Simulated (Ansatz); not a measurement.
## The perfect Cu wire along [110], 8 atoms a period

Wanted: the relaxed geometry and the bands of the Cu wire along [110], 8 atoms a period.

Program: Ansatz 0.2.0. Level of theory: DFT PBE, plane waves, PAW; relaxation of a wire's period; PAW set soft_1, in the first sound run; inputs show where later runs differ. Results are calculated unless marked as measured.

## Step 1: Starting point

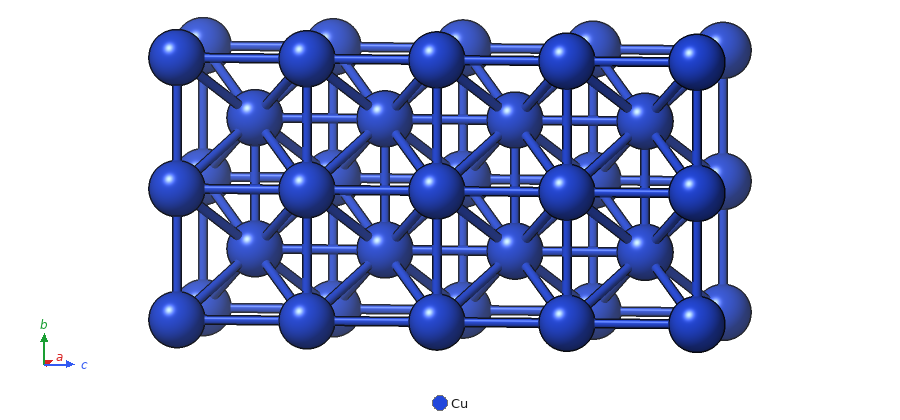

The starting structure, seen from the side, with the c axis across the page (copper blue). 1×1×4 cells are drawn. Some periodic images of atoms are drawn too.

The cell holds 8 atoms: 8 Cu. Its edges and angles: a = 10.430 Å, b = 11.934 Å, c = 2.567 Å, α = 90.0°, β = 90.0°, γ = 90.0°. Vacuum lies along a and b. The structure's axis is c.

## Step 2: Relaxing the period

Band widths follow the bond lengths, so the wire is relaxed first. The atoms and the third cell vector are free; the box across stays fixed as vacuum. A Fermi-Dirac smearing is set since the result may be a metal. The pressure printed is a third of the stress's trace over the whole box, vacuum included; only the stress along the axis is relaxed.

input.yaml reads:

```yaml
crystal:
  lattice:
    - [10.43, 0.0, 0.0]
    - [0.0, 11.934, 0.0]
    - [0.0, 0.0, 2.5667976157]
  atoms:
    - { symbol: Cu, position: [0.325982742, 0.284900285, 0.0] }
    - { symbol: Cu, position: [0.325982742, 0.499983041, 0.0] }
    - { symbol: Cu, position: [0.674017258, 0.284900285, 0.0] }
    - { symbol: Cu, position: [0.674017258, 0.499983041, 0.0] }
    - { symbol: Cu, position: [0.5, 0.392441663, 0.5] }
    - { symbol: Cu, position: [0.5, 0.60752442, 0.5] }
    - { symbol: Cu, position: [0.325982742, 0.715065798, 0.0] }
    - { symbol: Cu, position: [0.674017258, 0.715065798, 0.0] }
kpoints:
  mp_grid: { grid: [1, 1, 32] }
scf:
  occupations: { method: fermi_dirac, width: 0.05 }
hamiltonian:
  xc: pbe
  pseudopotentials: { kind: paw, azcp: { folder: soft_1 } }
relax:
  cell: { fix: [a, b, alpha, beta, gamma] }
  max_steps: 45
  f_tol: 0.03
```

Started as:

```bash
$ ansatz run input.yaml --threads 4 --pin off --max-ram 16384MiB --backend cpu --events-out ev --progress --plain --runs-dir out
```

Numbers of over 12 decimals in the logs are rounded to 6 here.

What it wrote:

```text
Engine: ansatz 0.2.0, aarch64-unknown-linux-gnu
Pseudopotentials: kind: paw
Pseudopotential: Cu, paw, valence charge 19, recommended cutoff 420 eV (normal), soft_1/Cu.paw.azcp
Functional definition: PBE
  parameter kappa = 0.804
  parameter beta = 0.066725
  exchange = pbe_x(kappa = kappa, mu = beta*pi^2/3)
  correlation = pbe_c(beta = beta)
Crystal: 8 atoms, lattice volume = 319.493 Å³
Basis set: ecut = 420 eV, 6293 PW (Γ), exchange–correlation on 144×160×36 points (8 copies of the dense FFT grid, shifted against one another)
Bands: 92, of which v1, the nominal top of the filled ones, is band 76 counted from 1 (75 counted from 0)
Symmetry: 8 space group operations
Space group: Pmmm (ITA 47), of the structure as read, at distance tolerance 6.8e-5 Å
k-points: 17 of 32
Non-local potential: Cu, projectors of the file, l = 0: 3, l = 1: 2, l = 2: 3, l = 3: 1
PAW form: soft (Blöchl's): semilocal exchange-correlation on the pseudo side does not see the compensation charge
PAW one-centre angular grid: Cu, 590 points (default); XC on 64 Gauss nodes
Initial density: superposition of atomic densities (neutral atoms: chi_scale 0, normalization atom)
Initial wavefunctions: pseudopotential atomic-orbital guess
Functional: x = pbe(κ = 0.804, μ = 0.219515), c = pbe(β = 0.066725)
SCF iter   1: F=—  HF=-52999.669635 eV  |F-HF|=—  |Δ(HF+E_count)|=         —  Δρ=1.10e-1  dr2=2.52e1  ethr=3.10e-3  ⟨swp⟩=6.6  Hψ=5983  notcnv=0  defer=30
preconditioner: auto → LDOS  [metal: Δε(μ)=0.098 eV  Ē_g=6.014 eV  σ=0.050 eV  W_gap=0.42  n_scr=56 (ndim 8)  ℏωp=19.5 eV  f_vac=0.577  D(μ)=3.47/eV (n_scr^D=20)  β→1.0]
SCF iter   2: F=—  HF=-53024.254511 eV  |F-HF|=—  |Δ(HF+E_count)|=    2.46e1  Δρ=2.20e-1  dr2=9.20e1  ethr=3.10e-3  ⟨swp⟩=4.0  Hψ=4616  notcnv=0  defer=111  recentre
SCF iter   3: F=—  HF=-52995.411577 eV  |F-HF|=—  |Δ(HF+E_count)|=    2.88e1  Δρ=2.91e-2  dr2=1.81e0  ethr=3.10e-3  ⟨swp⟩=4.0  Hψ=4167  notcnv=0  defer=153
SCF iter   4: F=—  HF=-52995.080138 eV  |F-HF|=—  |Δ(HF+E_count)|=   3.31e-1  Δρ=8.53e-3  dr2=1.32e-1  ethr=1.19e-3  ⟨swp⟩=2.3  Hψ=2675  notcnv=0  defer=135
SCF iter   5: F=—  HF=-52995.060009 eV  |F-HF|=—  |Δ(HF+E_count)|=   2.01e-2  Δρ=2.49e-3  dr2=1.18e-2  ethr=8.68e-5  ⟨swp⟩=2.0  Hψ=2569  notcnv=0  defer=147
SCF iter   6: F=—  HF=-52995.067197 eV  |F-HF|=—  |Δ(HF+E_count)|=   7.19e-3  Δρ=1.43e-3  dr2=4.36e-3  ethr=7.79e-6  ⟨swp⟩=2.1  Hψ=2291  notcnv=0  defer=147
SCF iter   7: F=—  HF=-52995.067116 eV  |F-HF|=—  |Δ(HF+E_count)|=   8.15e-5  Δρ=2.28e-4  dr2=1.90e-4  ethr=2.87e-6  ⟨swp⟩=2.0  Hψ=2206  notcnv=0  defer=147
SCF iter   8: F=—  HF=-52995.067278 eV  |F-HF|=—  |Δ(HF+E_count)|=   1.62e-4  Δρ=1.92e-4  dr2=1.12e-4  ethr=1.25e-7  ⟨swp⟩=2.0  Hψ=2647  notcnv=0  defer=147
SCF iter   9: F=—  HF=-52995.067288 eV  |F-HF|=—  |Δ(HF+E_count)|=   1.01e-5  Δρ=3.16e-5  dr2=3.76e-6  ethr=7.34e-8  ⟨swp⟩=2.0  Hψ=2121  notcnv=0  defer=147
SCF iter  10: F=—  HF=-52995.067404 eV  |F-HF|=—  |Δ(HF+E_count)|=   1.16e-4  Δρ=2.59e-5  dr2=1.30e-6  ethr=2.47e-9  ⟨swp⟩=2.5  Hψ=2205  notcnv=0  defer=147
SCF iter  11: F=—  HF=-52995.067404 eV  |F-HF|=—  |Δ(HF+E_count)|=   7.58e-7  Δρ=7.28e-6  dr2=1.81e-7  ethr=8.56e-10  ⟨swp⟩=2.2  Hψ=2167  notcnv=0  defer=147
SCF iter  12: F=-52995.067404 eV  HF=-52995.067404 eV  |F-HF|=3.78e-9  |Δ(HF+E_count)|=   1.43e-8  Δρ=2.26e-6  dr2=1.26e-8  ethr=6.58e-11  ⟨swp⟩=4.0  Hψ=4966  notcnv=0
SCF 1 converged in 12 iterations: F = -52995.067404 eV  dr2 = 1.26e-8
  greatest PAW one-centre occupation: 1.000 electrons in one spin orbital (limit 2), on the Cu atom at site 7 (counted from 0), in its partial waves of l = 0
relax step   1: F+E_penalty+E_count = -52995.06740442 eV  Δ(F+E_penalty+E_count) = +0.000e0 eV  max|allowed force component| = 6.602e-1 eV/Å  Δτ_max = 0.0000 Å  P = -2.720 GPa  Ω = 319.493 Å³  fix = [a, b, alpha, beta, gamma]  reactions: a -1.842, b -2.954 GPa  (12 SCF iters, dr2 threshold 1.00e-7 eV, accepted)
Crystal: 8 atoms, lattice volume = 313.861 Å³
Basis set: ecut = 420 eV, 6149 PW (Γ), exchange–correlation on 144×160×36 points (8 copies of the dense FFT grid, shifted against one another)
Initial density: handed on by an earlier stage of this run
Initial wavefunctions: those handed on with the density
iter 1 solved again at ethr=1.20e-4 eV; its pass at ethr=3.10e-3 eV (dr2=1.83e-1 eV) is discarded
SCF iter   1: F=—  HF=-52995.386613 eV  |F-HF|=—  |Δ(HF+E_count)|=         —  Δρ=9.70e-3  dr2=1.86e-1  ethr=1.20e-4  ⟨swp⟩=2.8  Hψ=7231  notcnv=0
preconditioner: auto → LDOS  [metal: Δε(μ)=0.089 eV  Ē_g=6.722 eV  σ=0.050 eV  W_gap=0.37  n_scr=56 (ndim 8)  ℏωp=19.7 eV  f_vac=0.585  D(μ)=2.77/eV (n_scr^D=16)  β→1.0]
SCF iter   2: F=—  HF=-52995.570244 eV  |F-HF|=—  |Δ(HF+E_count)|=   1.84e-1  Δρ=2.40e-2  dr2=9.98e-1  ethr=1.20e-4  ⟨swp⟩=3.0  Hψ=3384  notcnv=0  recentre
SCF iter   3: F=—  HF=-52995.357571 eV  |F-HF|=—  |Δ(HF+E_count)|=   2.13e-1  Δρ=4.03e-3  dr2=3.21e-2  ethr=1.20e-4  ⟨swp⟩=2.1  Hψ=3156  notcnv=0  defer=149
SCF iter   4: F=—  HF=-52995.351316 eV  |F-HF|=—  |Δ(HF+E_count)|=   6.25e-3  Δρ=8.00e-4  dr2=1.02e-3  ethr=2.11e-5  ⟨swp⟩=2.0  Hψ=2152  notcnv=0  defer=149
SCF iter   5: F=—  HF=-52995.351441 eV  |F-HF|=—  |Δ(HF+E_count)|=   1.26e-4  Δρ=6.43e-4  dr2=7.46e-4  ethr=6.74e-7  ⟨swp⟩=2.5  Hψ=2492  notcnv=0  defer=149
SCF iter   6: F=—  HF=-52995.351474 eV  |F-HF|=—  |Δ(HF+E_count)|=   3.27e-5  Δρ=6.17e-5  dr2=7.56e-6  ethr=4.91e-7  ⟨swp⟩=2.0  Hψ=2156  notcnv=0  defer=149
SCF iter   7: F=—  HF=-52995.351481 eV  |F-HF|=—  |Δ(HF+E_count)|=   6.94e-6  Δρ=3.32e-5  dr2=2.67e-6  ethr=4.98e-9  ⟨swp⟩=3.1  Hψ=3166  notcnv=0  defer=149
SCF iter   8: F=—  HF=-52995.351482 eV  |F-HF|=—  |Δ(HF+E_count)|=   6.08e-7  Δρ=2.28e-5  dr2=1.07e-6  ethr=1.76e-9  ⟨swp⟩=2.0  Hψ=2136  notcnv=0  defer=149
SCF iter   9: F=-52995.351482 eV  HF=-52995.351482 eV  |F-HF|=7.10e-8  |Δ(HF+E_count)|=   9.15e-8  Δρ=8.68e-6  dr2=1.43e-7  ethr=5.26e-10  ⟨swp⟩=4.0  Hψ=4936  notcnv=0
SCF 2 converged in 9 iterations: F = -52995.351482 eV  dr2 = 1.43e-7
relax step   2: F+E_penalty+E_count = -52995.35148175 eV  Δ(F+E_penalty+E_count) = -2.841e-1 eV  max|allowed force component| = 3.730e-1 eV/Å  Δτ_max = 0.0817 Å  P = -1.380 GPa  Ω = 313.861 Å³  energy of the carried Pulay correction = +1.545e-3 eV  fix = [a, b, alpha, beta, gamma]  reactions: a -0.792, b -1.577 GPa  (9 SCF iters, dr2 threshold 8.00e-7 eV, accepted)
Crystal: 8 atoms, lattice volume = 306.384 Å³
Basis set: ecut = 420 eV, 5977 PW (Γ), exchange–correlation on 144×160×36 points (8 copies of the dense FFT grid, shifted against one another)
[...]
SCF iter   4: F=—  HF=-52995.443397 eV  |F-HF|=—  |Δ(HF+E_count)|=   1.19e-2  Δρ=1.32e-3  dr2=2.72e-3  ethr=4.04e-5  ⟨swp⟩=2.0  Hψ=2272  notcnv=0  defer=150
SCF iter   5: F=—  HF=-52995.443442 eV  |F-HF|=—  |Δ(HF+E_count)|=   4.52e-5  Δρ=8.39e-4  dr2=1.24e-3  ethr=1.79e-6  ⟨swp⟩=2.9  Hψ=2509  notcnv=0  defer=150
SCF iter   6: F=—  HF=-52995.443364 eV  |F-HF|=—  |Δ(HF+E_count)|=   7.82e-5  Δρ=1.03e-4  dr2=2.44e-5  ethr=8.16e-7  ⟨swp⟩=2.0  Hψ=2205  notcnv=0  defer=150
SCF iter   7: F=—  HF=-52995.443450 eV  |F-HF|=—  |Δ(HF+E_count)|=   8.60e-5  Δρ=2.34e-5  dr2=1.33e-6  ethr=1.61e-8  ⟨swp⟩=2.7  Hψ=2817  notcnv=0  defer=150
SCF iter   8: F=—  HF=-52995.443452 eV  |F-HF|=—  |Δ(HF+E_count)|=   1.82e-6  Δρ=2.01e-5  dr2=8.87e-7  ethr=5.26e-10  ⟨swp⟩=5.0  Hψ=5727  notcnv=0
SCF iter   9: F=-52995.443451 eV  HF=-52995.443452 eV  |F-HF|=1.95e-7  |Δ(HF+E_count)|=   1.78e-8  Δρ=9.57e-6  dr2=1.80e-7  ethr=5.26e-10  ⟨swp⟩=4.0  Hψ=4932  notcnv=0
SCF 3 converged in 9 iterations: F = -52995.443451 eV  dr2 = 1.80e-7
relax step   3: F+E_penalty+E_count = -52995.44345145 eV  Δ(F+E_penalty+E_count) = -9.197e-2 eV  max|allowed force component| = 1.673e-1 eV/Å  Δτ_max = 0.1112 Å  P = +0.587 GPa  Ω = 306.384 Å³  energy of the carried Pulay correction = +3.640e-3 eV  fix = [a, b, alpha, beta, gamma]  reactions: a +0.519, b +0.683 GPa  (9 SCF iters, dr2 threshold 8.00e-7 eV, accepted)
[...]
relax step   4: F+E_penalty+E_count = -52995.46101870 eV  Δ(F+E_penalty+E_count) = -1.757e-2 eV  max|allowed force component| = 1.483e-1 eV/Å  Δτ_max = 0.0752 Å  P = +0.092 GPa  Ω = 306.335 Å³  energy of the carried Pulay correction = +3.654e-3 eV  fix = [a, b, alpha, beta, gamma]  reactions: a +0.139, b -0.130 GPa  (9 SCF iters, dr2 threshold 8.00e-7 eV, accepted)
[...]
relax step   5: F+E_penalty+E_count = -52995.46545466 eV  Δ(F+E_penalty+E_count) = -4.436e-3 eV  max|allowed force component| = 7.613e-2 eV/Å  Δτ_max = 0.0245 Å  P = +0.032 GPa  Ω = 306.793 Å³  energy of the carried Pulay correction = +3.524e-3 eV  fix = [a, b, alpha, beta, gamma]  reactions: a +0.023, b -0.062 GPa  (8 SCF iters, dr2 threshold 8.00e-7 eV, accepted)
[...]
relax step   6: F+E_penalty+E_count = -52995.46697599 eV  Δ(F+E_penalty+E_count) = -1.521e-3 eV  max|allowed force component| = 5.215e-3 eV/Å  Δτ_max = 0.0153 Å  P = -0.072 GPa  Ω = 306.958 Å³  energy of the carried Pulay correction = +3.478e-3 eV  fix = [a, b, alpha, beta, gamma]  reactions: a -0.102, b -0.111 GPa  (7 SCF iters, dr2 threshold 3.62e-7 eV, accepted)
Initial wavefunctions: pseudopotential atomic-orbital guess (no wavefunctions were taken with the density)
iter 1 solved again at ethr=1.21e-6 eV; its pass at ethr=3.10e-3 eV (dr2=1.85e-3 eV) is discarded
SCF iter   1: F=—  HF=-52995.462854 eV  |F-HF|=—  |Δ(HF+E_count)|=         —  Δρ=9.32e-5  dr2=6.51e-6  ethr=1.21e-6  ⟨swp⟩=3.2  Hψ=10364  notcnv=0
eigensolver tolerance schedule: the retry pair's looser diagonalisation over-reported the residual by 282.37 of it (diagonalisation noise at 0.12 of the residual, at the tolerance the schedule requests for it); recorded, not acted on — ethr = c·dr2/N_el stays at c = 1.0e-1
preconditioner: auto → LDOS  [insulator: Δε(μ)=0.147 eV  Ē_g=7.014 eV  σ=0.050 eV  W_gap=0.51  n_scr=60 (ndim 8)  ℏωp=19.9 eV  f_vac=0.591  D(μ)=2.39/eV (n_scr^D=10)  ε∞_Penn≈9.0  β→1.0]
SCF iter   2: F=—  HF=-52995.463032 eV  |F-HF|=—  |Δ(HF+E_count)|=   1.78e-4  Δρ=4.09e-4  dr2=3.07e-4  ethr=4.29e-9  ⟨swp⟩=3.0  Hψ=3592  notcnv=0
SCF iter   3: F=—  HF=-52995.463080 eV  |F-HF|=—  |Δ(HF+E_count)|=   4.83e-5  Δρ=5.65e-4  dr2=5.31e-4  ethr=4.29e-9  ⟨swp⟩=3.0  Hψ=3747  notcnv=0
SCF iter   4: F=—  HF=-52995.462963 eV  |F-HF|=—  |Δ(HF+E_count)|=   1.17e-4  Δρ=3.54e-5  dr2=2.12e-6  ethr=4.29e-9  ⟨swp⟩=3.0  Hψ=3737  notcnv=0
SCF iter   5: F=—  HF=-52995.462977 eV  |F-HF|=—  |Δ(HF+E_count)|=   1.37e-5  Δρ=1.61e-5  dr2=5.07e-7  ethr=1.39e-9  ⟨swp⟩=2.0  Hψ=2532  notcnv=0
SCF iter   6: F=—  HF=-52995.462977 eV  |F-HF|=—  |Δ(HF+E_count)|=   1.88e-8  Δρ=3.82e-6  dr2=5.77e-8  ethr=3.34e-10  ⟨swp⟩=2.0  Hψ=2286  notcnv=0
SCF iter   7: F=—  HF=-52995.462977 eV  |F-HF|=—  |Δ(HF+E_count)|=   1.82e-8  Δρ=1.06e-6  dr2=3.48e-9  ethr=3.80e-11  ⟨swp⟩=2.0  Hψ=2217  notcnv=0
SCF iter   8: F=—  HF=-52995.462977 eV  |F-HF|=—  |Δ(HF+E_count)|=   2.69e-9  Δρ=7.58e-7  dr2=1.13e-9  ethr=2.29e-12  ⟨swp⟩=2.5  Hψ=2336  notcnv=0
SCF iter   9: F=-52995.462977 eV  HF=-52995.462977 eV  |F-HF|=7.28e-11  |Δ(HF+E_count)|=  1.46e-11  Δρ=7.04e-8  dr2=1.68e-11  ethr=1.00e-12  ⟨swp⟩=3.3  Hψ=5929  notcnv=0
SCF 7 converged in 9 iterations: F = -52995.462977 eV  dr2 = 1.68e-11
relax step   7: F+E_penalty+E_count = -52995.46297698 eV  Δ(F+E_penalty+E_count) = +3.999e-3 eV  max|allowed force component| = 5.195e-3 eV/Å  Δτ_max = 0.0000 Å  P = -0.067 GPa  Ω = 306.958 Å³  fix = [a, b, alpha, beta, gamma]  reactions: a -0.100, b -0.107 GPa  stress off target by 6.47e-3 GPa on what of the cell is left free  SCF on the basis re-selected at this cell (its energy is not comparable with the rows above)  (9 SCF iters)
basis re-selected at this cell: Δ(F+E_penalty+E_count) = +3.999e-3 eV, ΔP = +0.005 GPa vs the last step (what re-selecting the basis moved, of the pressure what is left beyond the Pulay correction that the steps carried, after the strain that the cell walked since its last selection, with what the two solves' SCF thresholds leave and, on support functions, any second-order correction that the steps lacked; it is no m [...]
SCF converged after 9 iterations
Free energy (F): -52995.462977 eV
Harris-Foulkes:  -52995.462977 eV  (|F-HF|=7.28e-11)
Internal energy: -52995.442887 eV  (E = F + TS)
E sigma→0 (E₀):  -52995.452932 eV
Entropy (-TS):   -0.020090 eV (-2.511 meV/atom)
Fermi energy:    2.164077 eV
--- Per-component energies (eV) ---
  E_band       = -5029.947478
  E_kinetic    = 2092.772124
  E_local      = -110731.424124  (includes V_loc(G=0)·N_el)
  E_nonlocal   = 7164.450858
  E_hartree    = 51572.524430
  E_xc         = -540.008361
  E_vxc        = -696.102738  (∫ρ·V_xc dr)
  E_paw        = -14558.968914  (= ΣΔE_a)
  E_vpaw       = -6004.700279  (= ΣTr[D̂ρ^β])
  E_aug_tail   = 0.008129  (compensation charges beyond the density's cutoff)
  E_ewald      = 12005.202971
  E_smearing   = -0.020090  (= −TS)
  E_closure    = 0.000000  (closes the sum)
  Σ components = -52995.462977   (vs F -52995.462977, Δ=0.00e0)
--- Forces (eV/Å), atoms counted from 1 ---
  atom   1  Cu     0.00184829     0.00115747     0.00000000
  atom   2  Cu     0.00519470     0.00000000     0.00000000
  atom   3  Cu    -0.00184829     0.00115747     0.00000000
  atom   4  Cu    -0.00519470     0.00000000     0.00000000
  atom   5  Cu    -0.00000000     0.00077528     0.00000000
  atom   6  Cu     0.00000000    -0.00077528     0.00000000
  atom   7  Cu     0.00184829    -0.00115747     0.00000000
  atom   8  Cu    -0.00184829    -0.00115747     0.00000000
  max |Σ_I F_I| component: 8.67e-19 eV/Å
--- Stress (GPa, compression-positive) ---
       -0.100350       0.000000       0.000000
        0.000000      -0.107142       0.000000
        0.000000       0.000000       0.006473
  P = ⅓ Tr σ = -0.0670 GPa (-0.670 kbar)
--- Relaxed structure (6 steps of the walk, 6 accepted, 1 SCFs on fresh bases) ---
  F+E_penalty+E_count = -52995.46297698 eV   max|allowed force component| = 5.195e-3 eV/Å   (the final SCF, on the basis selected at the relaxed cell)
  cell:  # Å, volume = 306.9576 Å³
    - [10.43, 0.0, 0.0]
    - [0.0, 11.934, 0.0]
    - [0.0, 0.0, 2.466085]
  atoms:
    - { symbol: Cu, position: [0.320287, 0.299828, 0.0] }
    - { symbol: Cu, position: [0.330228, 0.499983, 0.0] }
    - { symbol: Cu, position: [0.679713, 0.299828, 0.0] }
    - { symbol: Cu, position: [0.669772, 0.499983, 0.0] }
    - { symbol: Cu, position: [0.5, 0.385433, 0.5] }
    - { symbol: Cu, position: [0.5, 0.614533, 0.5] }
    - { symbol: Cu, position: [0.320287, 0.700139, 0.0] }
    - { symbol: Cu, position: [0.679713, 0.700139, 0.0] }
```

Elapsed: 67 s, on 4 threads of Arm Neoverse V1, shared host; peak memory 1 GiB; 4.4 min of CPU time.

[end of part 1 of 2]

[Logs are printed without paths, hosts, clocks, repeated set-up lines and the standing remarks that a program may print on its own settings, such as how far it seeks lower states.]

[Hosts, paths, dates, database ids (printed as entryN), source tags and the programs' standing remarks are cut or masked in the printed files.]
